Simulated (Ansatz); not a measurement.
# Zn3Se2S: from a guess to a relaxed structure

The task: take a trial cell of Zn3Se2S to zero force and stress, then test the end with a random kick.

Method: DFT PBE, scalar-relativistic, plane waves, PAW, in Ansatz 0.2.0.

### 1 The starting structure

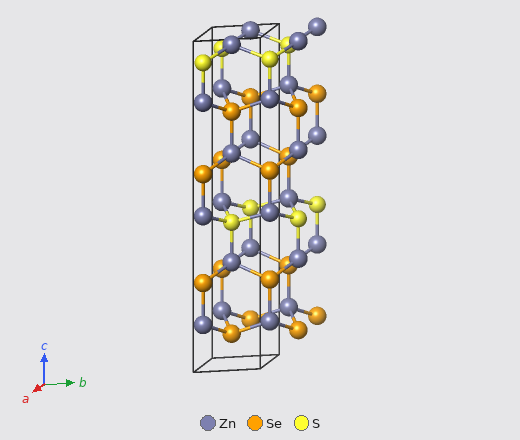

The starting structure, seen slightly off an axis (zinc blue, selenium orange, sulfur yellow). 2×2×1 cells are drawn.

Coordinates:

```cif
data_structure
_symmetry_space_group_name_H-M 'P6_3mc'
_symmetry_Int_Tables_number 186
_cell_length_a 3.9800
_cell_length_b 3.9800
_cell_length_c 19.6089
_cell_angle_alpha 90.000
_cell_angle_beta 90.000
_cell_angle_gamma 120.000
_cell_volume 269.00
loop_
_atom_site_label
_atom_site_type_symbol
_atom_site_symmetry_multiplicity
_atom_site_Wyckoff_symbol
_atom_site_fract_x
_atom_site_fract_y
_atom_site_fract_z
_atom_site_occupancy
Zn1 Zn 2 b 0.33333 0.66667 0.99705 1
Zn2 Zn 2 b 0.33333 0.66667 0.34000 1
Zn3 Zn 2 b 0.33333 0.66667 0.66851 1
Se1 Se 2 b 0.33333 0.66667 0.12402 1
Se2 Se 2 b 0.33333 0.66667 0.79503 1
S1 S 2 b 0.33333 0.66667 0.46039 1
```

The start is the relaxed end of an invented cell (made as: elements ordered on the sites of the ZnS type, S/Se on S (P6_3mc, No. 186)), taken up again for a closer look.

### 2 Probe: one point on a coarse mesh

Input file input.yaml:

```yaml
crystal:
  lattice:
    - [3.9800153, 0.0, 0.0]
    - [-1.9900077, 3.4467944, 0.0]
    - [0.0, 0.0, 19.6088582]
  atoms:
    - { symbol: Zn, position: [0.3333333, 0.6666667, 0.99705] }
    - { symbol: Zn, position: [0.3333333, 0.6666667, 0.339997] }
    - { symbol: Zn, position: [0.3333333, 0.6666667, 0.668515] }
    - { symbol: Zn, position: [0.6666667, 0.3333333, 0.168515] }
    - { symbol: Zn, position: [0.6666667, 0.3333333, 0.49705] }
    - { symbol: Zn, position: [0.6666667, 0.3333333, 0.839997] }
    - { symbol: Se, position: [0.3333333, 0.6666667, 0.124015] }
    - { symbol: Se, position: [0.3333333, 0.6666667, 0.795032] }
    - { symbol: Se, position: [0.6666667, 0.3333333, 0.295032] }
    - { symbol: Se, position: [0.6666667, 0.3333333, 0.624015] }
    - { symbol: S, position: [0.3333333, 0.6666667, 0.460392] }
    - { symbol: S, position: [0.6666667, 0.3333333, 0.960392] }
basis:
  ecutwfc: 420
kpoints:
  mp_grid: { grid: [6, 6, 1] }
hamiltonian:
  xc: pbe
scf:
  occupations: { method: gaussian, width: 0.1 }
  lower_state_search: "off"
output:
  forces: true
  stress: true
  eigenvalues: true
```

The run is started by

```console
$ ansatz run input.yaml --threads 4 --pin off --max-ram 8192MiB --backend cpu --events-out ev --progress --plain --runs-dir out
```

Standard output (excerpt; [...] marks lines left out):

```text
Warning: RAYON_NUM_THREADS=4 ignored (pool sized by the plan → 4); use --threads N
[...]
Pseudopotentials: kind: paw
Pseudopotential: Zn, paw, valence charge 12, recommended cutoff 420 eV (normal), Zn.paw.azcp
Pseudopotential: Se, paw, valence charge 16, recommended cutoff 420 eV (normal), Se.paw.azcp
Pseudopotential: S, paw, valence charge 6, recommended cutoff 420 eV (normal), S.paw.azcp
Functional definition: PBE
[...]
Crystal: 12 atoms, lattice volume = 269.000 Å³
Basis set: ecut = 420 eV, 5309 PW (Γ), exchange–correlation on 54×54×270 points (8 copies of the dense FFT grid, shifted against one another)
Bands: 89, of which v1, the nominal top of the filled ones, is band 74 counted from 1 (73 counted from 0)
Symmetry: 12 space group operations
Space group: P63mc (ITA 186), of the structure as read, at distance tolerance 6.5e-5 Å
k-points: 7 of 36
[...]
SCF iter   1: F=—  HF=-43603.415881 eV  |F-HF|=—  |Δ(HF+E_count)|=         —  Δρ=5.83e-4  dr2=1.55e-3  ethr=1.77e-3  ⟨swp⟩=8.1  Hψ=2706  notcnv=0  defer=3
[...]
SCF iter   8: F=-43603.416354 eV  HF=-43603.416354 eV  |F-HF|=5.88e-8  |Δ(HF+E_count)|=   1.52e-7  Δρ=4.72e-6  dr2=4.82e-8  ethr=6.76e-11  ⟨swp⟩=7.9  Hψ=2460  notcnv=0
[...]
SCF converged after 8 iterations
Free energy (F): -43603.416354 eV
[...]
E sigma→0 (E₀):  -43603.416354 eV
Fermi energy:    6.872762 eV
[...]
--- Forces (eV/Å), atoms counted from 1 ---
  atom   1  Zn    -0.00000000    -0.00000000     0.00163650
  atom   2  Zn     0.00000000    -0.00000000    -0.00408581
  atom   3  Zn    -0.00000000    -0.00000000     0.00136201
  atom   4  Zn     0.00000000     0.00000000     0.00136201
  atom   5  Zn     0.00000000     0.00000000     0.00163650
  atom   6  Zn     0.00000000     0.00000000    -0.00408581
  atom   7  Se     0.00000000    -0.00000000    -0.00196563
  atom   8  Se     0.00000000    -0.00000000    -0.00041679
[...]
--- Stress (GPa, compression-positive) ---
        0.019627      -0.000000       0.000000
       -0.000000       0.019627       0.000000
        0.000000       0.000000      -0.003311
  P = ⅓ Tr σ = 0.0120 GPa (0.120 kbar)
--- Band table (eV; the first three rows and the last of 7) ---
[...]
```

It took 4.2 s on 4 threads of Arm Neoverse V2, shared host; peak memory 0.77 GiB.

From the probe: pressure 0.0 GPa, largest force 0.00 eV/Å, gap on this mesh 1.30 eV. The relaxation goes to the converged mesh at once.

### 3 Final relaxation

input.yaml, as its differences from that of step 2:

```diff
@@ -21,3 +21,3 @@
 kpoints:
-  mp_grid: { grid: [6, 6, 1] }
+  mp_grid: { grid: [12, 12, 2] }
 hamiltonian:
@@ -25,4 +25,3 @@
 scf:
-  occupations: { method: gaussian, width: 0.1 }
-  lower_state_search: "off"
+  occupations: { method: gaussian, width: 0.02 }
 output:
@@ -31 +30,6 @@
   eigenvalues: true
+relax:
+  adjacent_minimum: "off"
+  f_tol: 0.01
+  max_steps: 80
+  cell: { stress_tol: 0.05 }
```

The run is started by

```console
$ ansatz run input.yaml --threads 4 --pin off --max-ram 8192MiB --backend cpu --events-out ev --progress --plain --runs-dir out
```

Standard output:

```text
Warning: RAYON_NUM_THREADS=4 ignored (pool sized by the plan → 4); use --threads N
Engine: ansatz 0.2.0, aarch64-unknown-linux-gnu
Pseudopotentials: kind: paw
Pseudopotential: Zn, paw, valence charge 12, recommended cutoff 420 eV (normal), Zn.paw.azcp
Pseudopotential: Se, paw, valence charge 16, recommended cutoff 420 eV (normal), Se.paw.azcp
Pseudopotential: S, paw, valence charge 6, recommended cutoff 420 eV (normal), S.paw.azcp
Functional definition: PBE
  parameter kappa = 0.804
  parameter beta = 0.06672455060314922
  exchange = pbe_x(kappa = kappa, mu = beta*pi^2/3)
  correlation = pbe_c(beta = beta)
Crystal: 12 atoms, lattice volume = 269.000 Å³
Basis set: ecut = 420 eV, 5309 PW (Γ), exchange–correlation on 54×54×270 points (8 copies of the dense FFT grid, shifted against one another)
Bands: 89, of which v1, the nominal top of the filled ones, is band 74 counted from 1 (73 counted from 0)
Symmetry: 12 space group operations
Space group: P63mc (ITA 186), of the structure as read, at distance tolerance 6.5e-5 Å
k-points: 38 of 288
Non-local potential: Zn, projectors of the file, l = 0: 2, l = 1: 2, l = 2: 3, l = 3: 1
Non-local potential: Se, projectors of the file, l = 0: 2, l = 1: 2, l = 2: 3, l = 3: 1
Non-local potential: S, projectors of the file, l = 0: 2, l = 1: 2, l = 2: 2
PAW form: soft (Blöchl's): semilocal exchange-correlation on the pseudo side does not see the compensation charge
PAW one-centre angular grid: Zn, 590 points (default); XC on 64 Gauss nodes
PAW one-centre angular grid: Se, 590 points (default); XC on 64 Gauss nodes
PAW one-centre angular grid: S, 110 points (default); XC on 64 Gauss nodes
Initial density: superposition of atomic densities (neutral atoms: chi_scale 0, normalization atom), corrected by the library's trained network
Initial wavefunctions: pseudopotential atomic-orbital guess
Functional: x = pbe(κ = 0.804, μ = 0.2195149727645171), c = pbe(β = 0.06672455060314922)
SCF iter   1: F=—  HF=-43603.439050 eV  |F-HF|=—  |Δ(HF+E_count)|=         —  Δρ=6.98e-4  dr2=2.28e-3  ethr=1.77e-3  ⟨swp⟩=6.7  Hψ=13986  notcnv=0  defer=17
preconditioner: auto → Resta (q_TF=auto, 2.470 Å⁻¹)  ε∞=5.8  [insulator: Δε(μ)=1.290 eV  Ē_g=10.687 eV  σ=0.020 eV  W_gap=1.00  n_scr=80 (ndim 8)  ℏωp=23.5 eV  f_vac=0.092  D(μ)=0.00/eV (n_scr^D=0)  ε∞_Penn≈5.8]
SCF iter   2: F=—  HF=-43603.438708 eV  |F-HF|=—  |Δ(HF+E_count)|=   3.42e-4  Δρ=4.38e-4  dr2=8.73e-4  ethr=1.54e-6  ⟨swp⟩=2.0  Hψ=6738  notcnv=0  defer=159
SCF iter   3: F=—  HF=-43603.438942 eV  |F-HF|=—  |Δ(HF+E_count)|=   2.34e-4  Δρ=3.05e-4  dr2=1.53e-4  ethr=5.90e-7  ⟨swp⟩=2.0  Hψ=5920  notcnv=0  defer=159
SCF iter   4: F=—  HF=-43603.438782 eV  |F-HF|=—  |Δ(HF+E_count)|=   1.60e-4  Δρ=9.27e-5  dr2=3.09e-5  ethr=1.03e-7  ⟨swp⟩=2.0  Hψ=5863  notcnv=0  defer=159
SCF iter   5: F=—  HF=-43603.438820 eV  |F-HF|=—  |Δ(HF+E_count)|=   3.76e-5  Δρ=6.83e-5  dr2=1.35e-5  ethr=2.09e-8  ⟨swp⟩=2.0  Hψ=5863  notcnv=0  defer=159
SCF iter   6: F=—  HF=-43603.438816 eV  |F-HF|=—  |Δ(HF+E_count)|=   3.44e-6  Δρ=2.02e-5  dr2=2.14e-6  ethr=9.10e-9  ⟨swp⟩=2.0  Hψ=5863  notcnv=0  defer=159
SCF iter   7: F=—  HF=-43603.438817 eV  |F-HF|=—  |Δ(HF+E_count)|=   1.21e-6  Δρ=6.58e-6  dr2=1.45e-7  ethr=1.44e-9  ⟨swp⟩=2.0  Hψ=5103  notcnv=0  defer=159
SCF iter   8: F=-43603.438818 eV  HF=-43603.438818 eV  |F-HF|=4.37e-8  |Δ(HF+E_count)|=   1.97e-7  Δρ=4.33e-6  dr2=4.09e-8  ethr=6.76e-11  ⟨swp⟩=9.2  Hψ=15343  notcnv=0
SCF 1 converged in 8 iterations: F = -43603.438818 eV  dr2 = 4.09e-8
relax step   1: F+E_penalty+E_count = -43603.43881761 eV  Δ(F+E_penalty+E_count) = +0.000e0 eV  max|allowed force component| = 4.187e-3 eV/Å  Δτ_max = 0.0000 Å  P = -0.002 GPa  Ω = 269.000 Å³  (8 SCF iters, dr2 threshold 1.00e-7 eV, accepted)
Initial density: handed on by an earlier stage of this run
Initial wavefunctions: pseudopotential atomic-orbital guess (no wavefunctions were taken with the density)
iter 1 solved again at ethr=4.88e-8 eV; its pass at ethr=3.10e-3 eV (dr2=7.22e-5 eV) is discarded
SCF iter   1: F=—  HF=-43603.438786 eV  |F-HF|=—  |Δ(HF+E_count)|=         —  Δρ=4.49e-6  dr2=4.46e-8  ethr=4.88e-8  ⟨swp⟩=3.2  Hψ=24397  notcnv=0
preconditioner: auto → Resta (q_TF=auto, 2.470 Å⁻¹)  ε∞=5.9  [insulator: Δε(μ)=1.301 eV  Ē_g=10.683 eV  σ=0.020 eV  W_gap=1.00  n_scr=80 (ndim 8)  ℏωp=23.5 eV  f_vac=0.090  D(μ)=0.00/eV (n_scr^D=0)  ε∞_Penn≈5.9]
SCF iter   2: F=—  HF=-43603.438818 eV  |F-HF|=—  |Δ(HF+E_count)|=   3.16e-5  Δρ=2.09e-6  dr2=1.20e-8  ethr=3.02e-11  ⟨swp⟩=2.0  Hψ=6196  notcnv=0
SCF iter   3: F=—  HF=-43603.438818 eV  |F-HF|=—  |Δ(HF+E_count)|=   1.66e-9  Δρ=1.12e-6  dr2=5.37e-9  ethr=8.09e-12  ⟨swp⟩=2.0  Hψ=4948  notcnv=0
SCF iter   4: F=—  HF=-43603.438818 eV  |F-HF|=—  |Δ(HF+E_count)|=   8.50e-9  Δρ=5.37e-7  dr2=1.31e-9  ethr=3.63e-12  ⟨swp⟩=2.0  Hψ=5381  notcnv=0
SCF iter   5: F=-43603.438818 eV  HF=-43603.438818 eV  |F-HF|=8.00e-11  |Δ(HF+E_count)|=   1.47e-9  Δρ=1.73e-7  dr2=1.01e-10  ethr=1.00e-12  ⟨swp⟩=3.3  Hψ=13506  notcnv=0
SCF 2 converged in 5 iterations: F = -43603.438818 eV  dr2 = 1.01e-10
relax step   2: F+E_penalty+E_count = -43603.43881765 eV  Δ(F+E_penalty+E_count) = -4.815e-8 eV  max|allowed force component| = 4.178e-3 eV/Å  Δτ_max = 0.0000 Å  P = -0.002 GPa  Ω = 269.000 Å³  stress off target by 4.76e-3 GPa  SCF on the basis re-selected at this cell (its energy is not comparable with the rows above)  (5 SCF iters)
basis re-selected at this cell: Δ(F+E_penalty+E_count) = -4.815e-8 eV, ΔP = +0.000 GPa vs the last step (what re-selecting the basis moved, of the pressure what is left beyond the Pulay correction that the steps carried, after the strain that the cell walked since its last selection, with what the two solves' SCF thresholds leave and, on support functions, any second-order correction that the steps lacked; it is no measure of the basis error at this ecutwfc). This SCF's stress stands 4.76e-3 GPa from its target on what of the cell is left free (relax.cell.stress_tol is 5.00e-2 GPa) and its largest allowed force component is 4.18e-3 eV/Å (relax.f_tol is 1.00e-2 eV/Å): within both
SCF converged after 5 iterations
Free energy (F): -43603.438818 eV
Harris-Foulkes:  -43603.438818 eV  (|F-HF|=8.00e-11)
Internal energy: -43603.438818 eV  (E = F + TS)
E sigma→0 (E₀):  -43603.438818 eV
Fermi energy:    6.867930 eV
--- Per-component energies (eV) ---
  E_band       = -1565.473584
  E_kinetic    = 1472.773853
  E_local      = -22805.611161  (includes V_loc(G=0)·N_el)
  E_nonlocal   = 1360.843345
  E_hartree    = 10402.424265
  E_xc         = -1432.175056
  E_vxc        = -876.743786  (∫ρ·V_xc dr)
  E_paw        = -19816.872239  (= ΣΔE_a)
  E_vpaw       = -1521.580266  (= ΣTr[D̂ρ^β])
  E_aug_tail   = -0.004406  (compensation charges beyond the density's cutoff)
  E_ewald      = -12784.817420
  E_smearing   = -0.000000  (= −TS)
  E_closure    = -0.000000  (closes the sum)
  Σ components = -43603.438818   (vs F -43603.438818, Δ=0.00e0)
--- Forces (eV/Å), atoms counted from 1 ---
  atom   1  Zn    -0.00000000    -0.00000000    -0.00104183
  atom   2  Zn    -0.00000000    -0.00000000    -0.00417773
  atom   3  Zn    -0.00000000    -0.00000000    -0.00060176
  atom   4  Zn     0.00000000     0.00000000    -0.00060176
  atom   5  Zn     0.00000000     0.00000000    -0.00104183
  atom   6  Zn     0.00000000     0.00000000    -0.00417773
  atom   7  Se    -0.00000000    -0.00000000     0.00040988
  atom   8  Se     0.00000000    -0.00000000     0.00149129
  atom   9  Se     0.00000000     0.00000000     0.00149129
  atom  10  Se     0.00000000     0.00000000     0.00040988
  atom  11  S     -0.00000000    -0.00000000     0.00391960
  atom  12  S      0.00000000     0.00000000     0.00391960
  max |Σ_I F_I| component: 1.11e-6 eV/Å
--- Stress (GPa, compression-positive) ---
       -0.004715      -0.000000      -0.000000
       -0.000000      -0.004715       0.000000
        0.000000       0.000000       0.004761
  P = ⅓ Tr σ = -0.0016 GPa (-0.016 kbar)
--- Band table (eV; the first three rows and the last of 38) ---
  k-point 0: bands = ["-40.5595", "-40.5595", "-40.5577", "-40.5577", "-40.5555", "-40.5555", "-40.5555", "-40.5555", "-40.5530", "-40.5530", "-40.5530", "-40.5530", "-40.5483", "-40.5483", "-40.5483", "-40.5483", "-40.5447", "-40.5447", "-40.5447", "-40.5447", "-6.9521", "-6.7900", "-6.7659", "-6.4071", "-6.3719", "-6.1697", "-0.3597", "-0.3597", "-0.3596", "-0.3596", "-0.3227", "-0.3100", "-0.2457", "-0.2109", "-0.2109", "-0.2035", "-0.2035", "-0.1767", "-0.1767", "-0.1686", "-0.1686", "-0.1348", "-0.1154", "0.0080", "0.0080", "0.0095", "0.0095", "0.1143", "0.1143", "0.1172", "0.1172", "0.1390", "0.1390", "0.1400", "0.1400", "0.2446", "1.0046", "2.1006", "2.2304", "4.1354", "4.3117", "5.0329", "5.0329", "5.0711", "5.0711", "5.6995", "5.6995", "5.8384", "5.8384", "5.9809", "6.1131", "6.1131", "6.2173", "6.2173", "7.5184", "8.4677", "8.7345", "8.9321", "9.0067", "9.0754", "11.7631", "11.9777", "11.9777", "12.0893", "12.0893", "12.2111", "12.2812", "12.3071", "12.3071"]
  k-point 1: bands = ["-40.5595", "-40.5595", "-40.5577", "-40.5577", "-40.5555", "-40.5555", "-40.5555", "-40.5555", "-40.5530", "-40.5530", "-40.5530", "-40.5530", "-40.5483", "-40.5483", "-40.5483", "-40.5483", "-40.5447", "-40.5447", "-40.5447", "-40.5447", "-6.9068", "-6.9068", "-6.5914", "-6.5914", "-6.2301", "-6.2301", "-0.3597", "-0.3597", "-0.3597", "-0.3597", "-0.3162", "-0.3162", "-0.2216", "-0.2216", "-0.2076", "-0.2076", "-0.2076", "-0.2076", "-0.1722", "-0.1722", "-0.1722", "-0.1722", "0.0087", "0.0087", "0.0087", "0.0087", "0.0711", "0.0711", "0.1157", "0.1157", "0.1157", "0.1157", "0.1395", "0.1395", "0.1395", "0.1395", "1.3834", "1.3834", "3.1393", "3.1393", "5.0511", "5.0511", "5.0511", "5.0511", "5.3149", "5.3149", "5.7618", "5.7618", "5.7618", "5.7618", "6.1733", "6.1733", "6.1733", "6.1733", "8.0883", "8.0883", "8.6906", "8.6906", "9.1424", "9.1424", "12.0163", "12.0163", "12.0163", "12.0163", "12.0379", "12.0379", "12.4980", "12.4980", "12.4980"]
  k-point 2: bands = ["-40.5595", "-40.5595", "-40.5576", "-40.5576", "-40.5555", "-40.5555", "-40.5555", "-40.5555", "-40.5530", "-40.5530", "-40.5530", "-40.5530", "-40.5483", "-40.5483", "-40.5483", "-40.5483", "-40.5447", "-40.5447", "-40.5447", "-40.5447", "-6.9118", "-6.7535", "-6.7280", "-6.3770", "-6.3446", "-6.1471", "-0.3591", "-0.3585", "-0.3499", "-0.3498", "-0.3172", "-0.3025", "-0.2404", "-0.2089", "-0.2034", "-0.2025", "-0.1957", "-0.1751", "-0.1677", "-0.1649", "-0.1594", "-0.1304", "-0.1133", "0.0069", "0.0082", "0.0098", "0.0112", "0.1116", "0.1141", "0.1175", "0.1175", "0.1275", "0.1395", "0.1410", "0.1418", "0.2562", "1.0628", "2.1229", "2.2460", "4.0586", "4.1586", "4.7398", "4.7711", "4.9414", "4.9856", "5.3094", "5.5525", "5.5971", "5.6515", "5.7541", "5.8054", "5.9322", "6.0349", "6.1527", "8.0104", "8.7851", "9.0985", "9.2734", "9.3328", "9.4717", "11.5411", "11.7015", "11.7545", "12.1085", "12.2321", "12.2481", "12.4089", "12.4229", "12.4661"]
  k-point 37: bands = ["-40.5593", "-40.5593", "-40.5575", "-40.5575", "-40.5556", "-40.5556", "-40.5555", "-40.5555", "-40.5531", "-40.5531", "-40.5530", "-40.5530", "-40.5481", "-40.5481", "-40.5481", "-40.5481", "-40.5445", "-40.5445", "-40.5445", "-40.5445", "-6.0106", "-6.0106", "-5.9476", "-5.9476", "-5.9404", "-5.9404", "-0.2654", "-0.2654", "-0.1958", "-0.1958", "-0.1735", "-0.1735", "-0.1336", "-0.1336", "-0.0878", "-0.0878", "-0.0447", "-0.0447", "-0.0091", "-0.0091", "0.0101", "0.0101", "0.0367", "0.0367", "0.0639", "0.0639", "0.0995", "0.0995", "0.1084", "0.1084", "0.2924", "0.2924", "0.3097", "0.3097", "0.3574", "0.3574", "1.4185", "1.4185", "1.6727", "1.6727", "1.7738", "1.7738", "2.5569", "2.5569", "3.2400", "3.2400", "3.9899", "3.9899", "4.0180", "4.0180", "4.1909", "4.1909", "4.8385", "4.8385", "10.0404", "10.0404", "10.4575", "10.4575", "10.9536", "10.9536", "11.2601", "11.2601", "12.1791", "12.1791", "12.7414", "12.7414", "13.5754", "13.5754", "13.5972"]
--- Relaxed structure (1 steps of the walk, 1 accepted, 1 SCFs on fresh bases) ---
  F+E_penalty+E_count = -43603.43881765 eV   max|allowed force component| = 4.178e-3 eV/Å   (the final SCF, on the basis selected at the relaxed cell)
  cell:  # Å, volume = 269.0001 Å³
    - [3.9800153246812946, 2.886751348845628e-8, 0.0]
    - [-1.9900076873406474, 3.4467943641916152, 0.0]
    - [0.0, 0.0, 19.6088582]
  atoms:
    - { symbol: Zn, position: [0.33333333333333326, 0.6666666666666665, 0.9970499999999999] }
    - { symbol: Zn, position: [0.33333333333333326, 0.6666666666666665, 0.33999699999999994] }
    - { symbol: Zn, position: [0.33333333333333326, 0.6666666666666665, 0.6685149999999999] }
    - { symbol: Zn, position: [0.6666666666666665, 0.33333333333333326, 0.168515] }
    - { symbol: Zn, position: [0.6666666666666665, 0.33333333333333326, 0.4970499999999999] }
    - { symbol: Zn, position: [0.6666666666666665, 0.33333333333333326, 0.839997] }
    - { symbol: Se, position: [0.33333333333333326, 0.6666666666666665, 0.12401499999999999] }
    - { symbol: Se, position: [0.33333333333333326, 0.6666666666666665, 0.7950319999999998] }
    - { symbol: Se, position: [0.6666666666666665, 0.33333333333333326, 0.29503199999999996] }
    - { symbol: Se, position: [0.6666666666666665, 0.33333333333333326, 0.624015] }
    - { symbol: S, position: [0.33333333333333326, 0.6666666666666665, 0.46039199999999997] }
    - { symbol: S, position: [0.6666666666666665, 0.33333333333333326, 0.960392] }
```

Run time: 57 s. Hardware: 4 threads of Arm Neoverse V2, shared host; peak memory 1.2 GiB.

Step by step:

| step | energy from step 1 (eV/cell) | largest force component (eV/Å) | pressure (GPa) | volume (Å³) |
| --- | --- | --- | --- | --- |
| 1 | 0.0000 | 0.0042 | 0.00 | 269.00 |
| 2 | 0.0000 | 0.0042 | 0.00 | 269.00 |

Step 1 is the start. Step 2 repeats the geometry before it on a plane-wave basis chosen anew for that cell, so its energy need not be comparable with the rows above.

|  | before | after | change |
| --- | --- | --- | --- |
| a (Å) | 3.980 | 3.980 | 0.0 % |
| b (Å) | 3.980 | 3.980 | 0.0 % |
| c (Å) | 19.609 | 19.609 | 0.0 % |
| volume (Å³/atom) | 22.42 | 22.42 | 0.0 % |
| shortest distance (Å) | 2.361 | 2.361 | 0.0 % |
| space group (0.01 Å) | P6_3mc | P6_3mc | same |

Forces and stress were held to the start's 12 operations: a distortion of lower symmetry was not tested.

[end of part 1 of 2]
